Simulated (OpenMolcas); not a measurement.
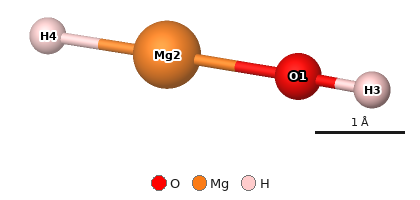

**Figure 1.** The input geometry (ball-and-stick view, seen at a tilt; atoms are numbered from 1 in the order of the input). Sticks mark near contacts.

## MgH$_{2}$O: excited-state calculation (part 1 of 4)

MgH$_{2}$O, computed with NEVPT2/ANO-RCC-VDZP, DKH2 (OpenMolcas 26.06).

The geometry comes from this level: GFN2-xTB.

Input file:
```
* H2MgO NEVPT2

&gateway
  coord
  4
  angstrom
  O        0.339920      -0.799040       0.470180
  Mg      -0.230190       0.565800      -0.335150
  H        0.648380      -1.568000       0.930250
  H       -0.758110       1.801240      -1.065280
  basis
  ANO-RCC-VDZP
  group
  NoSym

&seward

&rasscf
  fileorb
  $CurrDir/step2.RasOrb
  spin
  1
  nactel
  10 0 0
  inactive
  6
  ras2
  10
  ciroot
  6 6 1
  orblisting
  Nothing
  orbappear
  Compact

&caspt2
  sc-nevpt2
  multistate
  all
```

Run on 1 thread of Arm Neoverse V1, 24 GiB of memory available, shared host.

Run as:
```bash
export MOLCAS_MEM=1860
pymolcas step4.input > step4.log
```

What the program printed:
```
--- Start Module: gateway ---

                                              &GATEWAY

                       available to each process: 1.9 GB of memory, 1 thread

++    Symmetry information:
      ---------------------

                    Character Table for C1

                             E
                    a        1  x, y, xy, Rz, z, xz, Ry, yz, Rx, I
--

++    Basis set information:
      ----------------------

      Basis set label: O.ANO-RCC...3S2P1D.

      Electronic valence basis set:
      ------------------
      Associated Effective Charge   8.000000 au
      Associated Actual Charge      8.000000 au
      Nuclear Model: Point charge

      Shell  nPrim  nBasis  Cartesian Spherical Contaminant
         s      14       3        X
         p       9       2        X
         d       4       1                 X

      Basis set label: MG.ANO-RCC...4S3P1D.

      Electronic valence basis set:
      ------------------
      Associated Effective Charge  12.000000 au
      Associated Actual Charge     12.000000 au
      Nuclear Model: Point charge

      Shell  nPrim  nBasis  Cartesian Spherical Contaminant
         s      17       4        X
         p      12       3        X
         d       6       1                 X

      Basis set label: H.ANO-RCC...2S1P.

      Electronic valence basis set:
      ------------------
      Associated Effective Charge   1.000000 au
      Associated Actual Charge      1.000000 au
      Nuclear Model: Point charge

      Shell  nPrim  nBasis  Cartesian Spherical Contaminant
         s       8       2        X
         p       4       1        X
--

++    Molecular structure info:
      -------------------------

                    ************************************************
                    **** Cartesian Coordinates / bohr, angstrom ****
                    ************************************************

     Center  Label                x              y              z                     x              y              z
        1      O1               0.642356      -1.509967       0.888511              0.339920      -0.799040       0.470180
        2      MG2             -0.434996       1.069207      -0.633342             -0.230190       0.565800      -0.335150
        3      H3               1.225261      -2.963091       1.757918              0.648380      -1.568000       0.930250
        4      H4              -1.432620       3.403850      -2.013087             -0.758110       1.801240      -1.065280

                    ***************************************
                    *    InterNuclear Distances / bohr    *
                    ***************************************

               1 O1            2 MG2           3 H3            4 H4
    1 O1       0.000000
    2 MG2      3.182587        0.000000
    3 H3       1.790870        4.973329        0.000000
    4 H4       6.072100        2.889552        7.862744        0.000000

                    *******************************************
                    *    InterNuclear Distances / angstrom    *
                    *******************************************

               1 O1            2 MG2           3 H3            4 H4
    1 O1       0.000000
    2 MG2      1.684153        0.000000
    3 H3       0.947687        2.631772        0.000000
    4 H4       3.213217        1.529085        4.160785        0.000000
--

            Nuclear Potential Energy             42.64168850 au

--- Stop Module: gateway /rc=_RC_ALL_IS_WELL_ ---

--- Start Module: seward ---

                                              &SEWARD

                       available to each process: 1.9 GB of memory, 1 thread

               SEWARD will generate:
                  Multipole Moment integrals up to order  2
                  Kinetic Energy integrals
                  Nuclear Attraction integrals (point charge)
                  One-Electron Hamiltonian integrals
                  Velocity integrals
                  Relativistic Douglas-Kroll-Hess integrals:
                    - Parametrization         : EXP
                    - DKH order of Hamiltonian: 2
                    - DKH order of Properties : 0
                         - multipole moment operators
                         - electric potential operators
                         - contact operators
                  Orbital angular momentum around ( -0.0088   0.0461  -0.0294 )
                  Velocity quadrupole around ( -0.0088   0.0461  -0.0294 )
                  Atomic mean-field integrals
                  Two-Electron Repulsion integrals

                   Integrals are discarded if absolute value <: 1.00E-14
                   Integral cutoff threshold is set to       <: 1.00E-16

            Nuclear Potential Energy             42.64168850 au

      Basis set specifications :
      Symmetry species         a
      Basis functions           42

--- Stop Module: seward /rc=_RC_ALL_IS_WELL_ ---
--- Module seward spent 1 second ---

--- Start Module: rasscf ---

                                              &RASSCF

                       available to each process: 1.9 GB of memory, 1 thread

      Header of the ONEINT file:
      --------------------------

      OrdInt status: non-squared

      Cartesian coordinates in angstrom:
      -----------------------------------------------------
      No.  Label        X            Y            Z
      -----------------------------------------------------
       1   O1         0.33992000  -0.79904000   0.47018000
       2   MG2       -0.23019000   0.56580000  -0.33515000
       3   H3         0.64838000  -1.56800000   0.93025000
       4   H4        -0.75811000   1.80124000  -1.06528000
      -----------------------------------------------------
      Nuclear repulsion energy =   42.64168850

++    Wave function specifications:
      -----------------------------

      Number of closed shell electrons          12
      Number of electrons in active shells      10
      Max number of holes in RAS1 space          0
      Max nr of electrons in RAS3 space          0
      Number of inactive orbitals                6
      Number of active orbitals                 10
      Number of secondary orbitals              26
      Spin quantum number                      0.0
      State symmetry                             1
--

++    Orbital specifications:
      -----------------------

      Symmetry species                           1
                                                 a
      Frozen orbitals                            0
      Inactive orbitals                          6
      Active orbitals                           10
      RAS1 orbitals                              0
      RAS2 orbitals                             10
      RAS3 orbitals                              0
      Secondary orbitals                        26
      Deleted orbitals                           0
      Number of basis functions                 42
--

++    CI expansion specifications:
      ----------------------------

      Number of CSFs                         19404
      Number of spin combinations            31878
      Number of determinants                 63504
      Number of root(s) required                 6
      Root chosen for geometry opt.              6
      CI roots used                              1     2     3     4     5     6
      weights                                0.167 0.167 0.167 0.167 0.167 0.167
      highest root included in the CI            6
      max. size of the explicit Hamiltonian    200
--

++    Optimization specifications:
      ----------------------------

      RASSCF algorithm: Conventional
      Maximum number of macro iterations       200
      Maximum number of SX iterations          100
      Threshold for RASSCF energy            1.000E-08
      Threshold for max MO rotation          1.000E-01
      Threshold for max BLB element          1.000E-04
      Level shift parameter                  5.000E-01
      Make Quasi-Newton update
--

      The MO-coefficients are taken from the file:
      step2.RasOrb
      Title: RASSCF average (pseudo-natural) orbitals

      Total molecular charge    0.00

      ************************************************************************************************************************
      *                                            Wave function control section                                             *
      ************************************************************************************************************************

                                         RASSCF iterations: Energy and convergence statistics
                                         ----------------------------------------------------

          iter iter root      energy       change     param      element    value   shift minimum  type update hh:mm:ss
 Nr of preliminary CI iterations:   5
        1   1    5    0  -275.87746732    0.00E+00   1.64E-04    8  29 1  5.09E-05   0.25   0.00    SX    NO    0:00:01
        2   1    5    0  -275.87746734   -1.57E-08*  5.35E-05    8  36 1 -1.09E-05   0.25   0.00    SX    NO    0:00:00
        3   1    4    0  -275.87746734   -1.59E-09  -2.13E-05    8  17 1  3.89E-06   0.25   0.00    SX    NO    0:00:00
        4   7    5    0  -275.87746892   -1.58E-06*  1.04E-04    8  29 1 -4.20E-05   0.25   0.00    SX    NO    0:00:01
        5   2    5    0  -275.87746892   -9.02E-09   8.45E-05    8  36 1  1.21E-05   0.25   1.54    QN   YES    0:00:00
      Convergence after  5 iterations
        6   3    5    0  -275.87746893   -2.58E-09   8.45E-05    2  28 1  3.24E-06   0.25   1.54    QN   YES    0:00:01

      ************************************************************************************************************************
                                                      Wave function printout:
                       occupation of active orbitals, and spin coupling of open shells (u,d: Spin up or down)
      ************************************************************************************************************************

      Note: transformation to natural orbitals
      has been made, which may change the order of the CSFs.

      printout of CI-coefficients larger than  0.05 for root  1
      energy=    -276.065953
      conf/sym  1111111111     Coeff  Weight
             1  2222200000  -0.91985 0.84612
             4  2222u00d00   0.08539 0.00729
             8  222u20d000   0.21883 0.04789
            12  22u22d0000  -0.21880 0.04788
            21  2u2220000d   0.07387 0.00546
            24  u222200d00  -0.07399 0.00547
            35  2222000ud0  -0.07745 0.00600
            36  2222000020   0.06907 0.00477
           221  2022200002   0.06142 0.00377

      printout of CI-coefficients larger than  0.05 for root  2
      energy=    -275.855510
      conf/sym  1111111111     Coeff  Weight
             3  2222u0d000   0.10918 0.01192
             9  222u200d00   0.96033 0.92224
            10  222u2000d0   0.06142 0.00377
            42  222ud20000  -0.08024 0.00644
            44  222ud02000  -0.09771 0.00955
            50  222ud00ud0  -0.06100 0.00372
           106  222020ud00   0.06280 0.00394
           368  222u0002d0  -0.06312 0.00398
           371  222u000d20   0.07141 0.00510
          1430  202u200d02  -0.06856 0.00470

      printout of CI-coefficients larger than  0.05 for root  3
      energy=    -275.855507
      conf/sym  1111111111     Coeff  Weight
             2  2222ud0000  -0.10916 0.01192
            14  22u2200d00   0.96033 0.92224
            15  22u22000d0   0.06142 0.00377
            57  22u2d20000  -0.09769 0.00954
            59  22u2d02000  -0.08024 0.00644
            65  22u2d00ud0  -0.06099 0.00372
           165  22022u0d00  -0.06280 0.00394
           408  22u20002d0  -0.06312 0.00398
           411  22u2000d20   0.07141 0.00510
          1750  20u2200d02  -0.06856 0.00470

      printout of CI-coefficients larger than  0.05 for root  4
      energy=    -275.829801
      conf/sym  1111111111     Coeff  Weight
             7  222u2d0000   0.27406 0.07511
             8  222u20d000  -0.62887 0.39548
            12  22u22d0000  -0.62910 0.39576
            13  22u220d000  -0.27202 0.07400
            46  222ud0ud00   0.06105 0.00373
            60  22u2du0d00   0.06105 0.00373
           104  2220202000  -0.05422 0.00294
           162  2202220000   0.05421 0.00294
           359  222u00d200  -0.05232 0.00274
           365  222u00dud0   0.06264 0.00392
           398  22u20d0200  -0.05235 0.00274
           404  22u20d0ud0   0.06267 0.00393

      printout of CI-coefficients larger than  0.05 for root  5
      energy=    -275.829801
      conf/sym  1111111111     Coeff  Weight
             7  222u2d0000   0.62913 0.39580
             8  222u20d000   0.27302 0.07454
            12  22u22d0000   0.27307 0.07457
            13  22u220d000  -0.62884 0.39544
            45  222udu0d00  -0.06105 0.00373
            61  22u2d0ud00   0.06105 0.00373
           358  222u0d0200   0.05235 0.00274
           364  222u0d0ud0  -0.06267 0.00393
           399  22u200d200  -0.05232 0.00274
           405  22u200dud0   0.06264 0.00392

      printout of CI-coefficients larger than  0.05 for root  6
      energy=    -275.828242
      conf/sym  1111111111     Coeff  Weight
             7  222u2d0000   0.68559 0.47003
            13  22u220d000   0.68666 0.47150
            45  222udu0d00  -0.06554 0.00429
            61  22u2d0ud00  -0.06566 0.00431
           264  22u2u0dd00  -0.05006 0.00251
           358  222u0d0200   0.05738 0.00329
           364  222u0d0ud0  -0.06837 0.00467
           399  22u200d200   0.05747 0.00330
           405  22u200dud0  -0.06848 0.00469

      Natural orbitals and occupation numbers for root  1
      sym 1:   1.995266   1.977860   1.977703   1.977745   1.960903   0.022192   0.022209   0.005577   0.038153   0.022390

      Natural orbitals and occupation numbers for root  2
      sym 1:   1.998414   1.980473   1.995882   1.013474   1.929746   0.020609   0.041837   0.970333   0.030178   0.019054

      Natural orbitals and occupation numbers for root  3
      sym 1:   1.998414   1.980473   1.013459   1.995884   1.929761   0.041824   0.020601   0.970350   0.030168   0.019067

      Natural orbitals and occupation numbers for root  4
      sym 1:   1.998233   1.981282   1.500745   1.497770   1.935357   0.502305   0.499330   0.062167   0.003353   0.019457

      Natural orbitals and occupation numbers for root  5
      sym 1:   1.998233   1.981282   1.499465   1.499050   1.935357   0.501023   0.500612   0.062167   0.003353   0.019457

      Natural orbitals and occupation numbers for root  6
      sym 1:   1.998230   1.981279   1.497989   1.500967   1.935200   0.499639   0.502609   0.061816   0.002832   0.019438

      ************************************************************************************************************************
      *                                                    Final results                                                     *
      ************************************************************************************************************************

++    Final optimization conditions:
      ------------------------------

      Average CI energy                            -275.87746893
      RASSCF energy for state  6                   -275.82824186
      Super-CI energy                                -0.00000000
      RASSCF energy change                            0.00000000
      Max change in MO coefficients               1.405E-04
      Max non-diagonal density matrix element     8.450E-05
      Maximum BLB matrix element                  3.241E-06
      (orbital pair   2,  28 in symmetry   1)
      Norm of electronic gradient            5.684E-02
--

      Final state energy(ies):
      ------------------------

::    RASSCF root number  1 Total energy:   -276.06595258
::    RASSCF root number  2 Total energy:   -275.85551026
::    RASSCF root number  3 Total energy:   -275.85550670
::    RASSCF root number  4 Total energy:   -275.82980108
::    RASSCF root number  5 Total energy:   -275.82980108
::    RASSCF root number  6 Total energy:   -275.82824186
      Von Neumann Entropy (Root   1) =  0.42852

      Mulliken population analysis for root number:  1
      -----------------------------------------------

++    Molecular charges:
      ------------------

      Mulliken charges per centre
      ---------------------------

                O1      MG2     H3      H4
      Total    8.6564 11.0387  1.0631  1.2418

      N-E     -0.6564  0.9613 -0.0631 -0.2418

      Total electronic charge=   22.000000

      Total            charge=   -0.000000
--

      Expectation values of various properties for root number:  1
      -----------------------------------------------------------

++    Molecular properties:
      ---------------------

      Charge (e):
                      =   -0.0000
      Dipole Moment (debye):
      Origin of the operator (angstrom)=   -0.0046    0.0244   -0.0156
                   X=  4.7817E-01               Y= -1.1208E+00               Z=  6.7141E-01           Total=  1.3913E+00
      Quadrupole Moment (debye*angstrom):
      Origin of the operator (angstrom)=   -0.0046    0.0244   -0.0156
                  XX= -1.7620E+01              XY=  1.4046E+00              XZ= -8.2314E-01              YY= -2.0181E+01
                  YZ=  1.8619E+00              ZZ= -1.8092E+01
      In traceless form (debye*angstrom)
                  XX=  1.5167E+00              XY=  2.1069E+00              XZ= -1.2347E+00              YY= -2.3255E+00
                  YZ=  2.7928E+00              ZZ=  8.0881E-01
--

      LoProp population analysis for root number:  1
      -----------------------------------------------

++    LoProp analysis:
      ----------------

++    Static properties:
      ------------------

      LoProp Charges per center

                   O1       MG2      H3       H4
      Nuclear      8.0000  12.0000   1.0000   1.0000
      Electronic  -9.0740 -10.7721  -0.6912  -1.4626

      Total       -1.0740   1.2279   0.3088  -0.4626
--

      Natural Bond Order analysis for root number:  1
```
